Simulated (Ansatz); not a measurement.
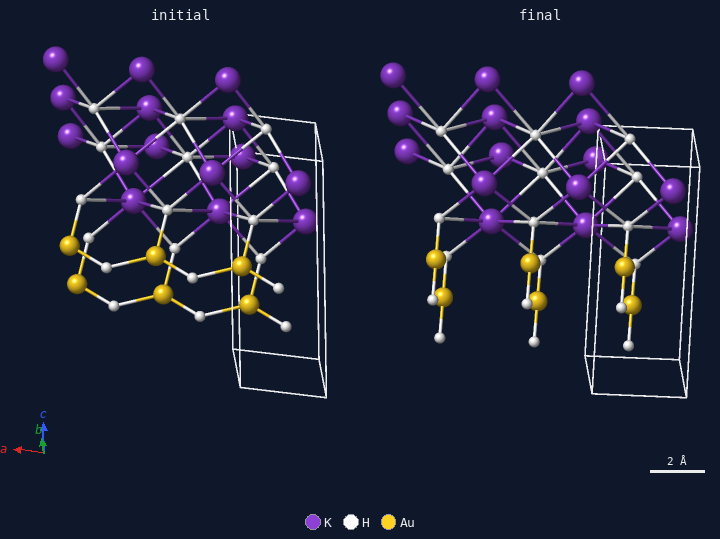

The structure of a crystal of K$_{2}$H$_{3}$Au (built on the Er2CuSi3-44 type type) before (left) and after (right) a relaxation, at one scale.

A ball-and-stick model of the cell of the calculation, reduced to other axes, repeated 3 × 2 × 1 with one cell outlined, seen from a free direction. Lengths and directions refer to the drawn axes.

Case: shaken.

Computed with Ansatz 0.2.0, DFT, PBEsol, plane waves, PAW. (plane-wave cutoff 420 eV; k-point mesh 8 × 8 × 8; occupations fermi dirac; smearing width 0.05 eV; no spin polarisation; cell and atoms relaxed; force threshold 0.01 eV/Å; at most 120 steps)

Summarise the run.

Answer. The energy falls by 164 meV per atom in 14 accepted moves (16 points after the start). The largest force component goes from 1.3 to 0.0052 eV/Å. Pressure: 1.53 GPa at the start and −0.01 GPa at the end. At 2 points the geometry stayed and the basis and grid were re-selected for the new cell (energy shift of 1.1 meV per atom at most each time). The atom that moves furthest relative to the cell is the Au atom (0.94 Å in a general direction near −a). By element the largest moves are Au 0.94 Å, H 0.93 Å, K 0.68 Å. The volume changes by +5.0 %, with a 3.250 → 3.530 Å (+8.6 %), b 3.764 → 3.695 Å (−1.8 %), c 8.947 → 8.719 Å (−2.6 %), α 78.2° → 77.8°, β 81.2° → 90.0°, γ 89.8° → 90.0°. Some distances before and after: Au–H 1.888 → 3.892 Å, H–K 3.472 → 2.774 Å, H–K 3.398 → 2.774 Å, H–K 2.521 → 2.920 Å. New bonds form, among them: H–K (3.40 → 2.77 Å), H–K (3.47 → 2.77 Å). Bonds break, among them: Au–H (1.89 → 3.89 Å). Bond angles that change, for instance: H–Au–H 108.5° → 180.0°, K–H–Au 125.8° → 105.8°, K–H–K 127.0° → 139.6°. The space group (tolerance 0.01 Å) goes from P1 (No. 1) to Amm2 (No. 38).
